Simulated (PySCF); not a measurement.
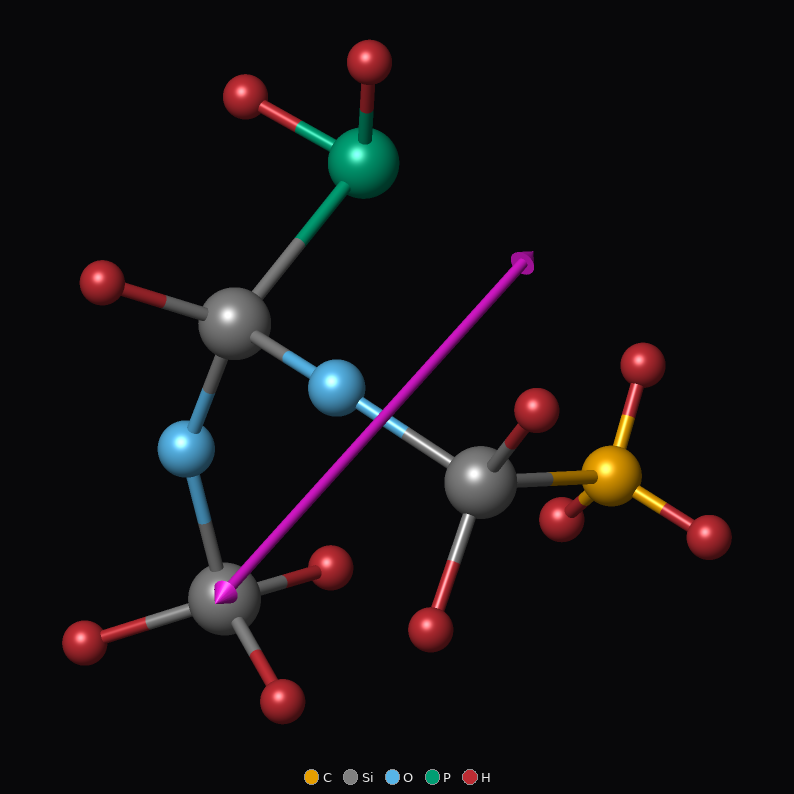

The double arrow shows the direction of the transition dipole to excited singlet state 6 (its length means nothing). Computed geometry: GFN2-xTB optimisation. No frequency run is at hand to confirm it as a minimum. Method: TDDFT B3LYP/def2-SVPD, vertical, gas phase, core orbitals frozen in the response (PySCF 2.14.0).

Question. Give its energy, strength and character.

Answer. 7.17 eV (173 nm), oscillator strength 0.032, mainly HOMO → LUMO+5 (weight 0.54); transition dipole 1.09 D.

The geometry is semi-empirical. Around P, Si such bond lengths and angles can be off by a tenth of an ångström or more and by several degrees, and values that hang on the shape move with them.
